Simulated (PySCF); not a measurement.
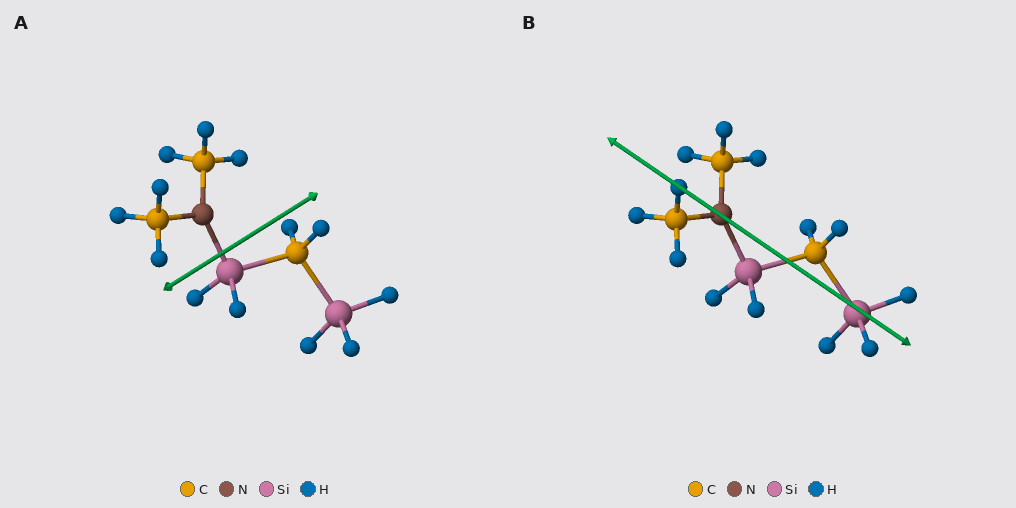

The double arrows show the directions of two transition dipoles from the ground state (lengths mean nothing). Computed geometry: GFN2-xTB optimisation. No frequency run is at hand to confirm it as a minimum. Level of theory: TDDFT CAM-B3LYP/def2-SVPD, vertical, gas phase, core orbitals frozen in the response (PySCF 2.14.0).

Question: One belongs to singlet state 3 and one to singlet state 5. Which is which?

Answer: A: state 3, 6.62 eV (187 nm), oscillator strength 0.020, mainly HOMO → LUMO+3 (weight 0.72).
B: state 5, 7.44 eV (167 nm), oscillator strength 0.042, mainly HOMO → LUMO+5 (weight 0.56).

The geometry is semi-empirical. Around Si such bond lengths and angles can be off by a tenth of an ångström or more and by several degrees, and values that hang on the shape move with them.
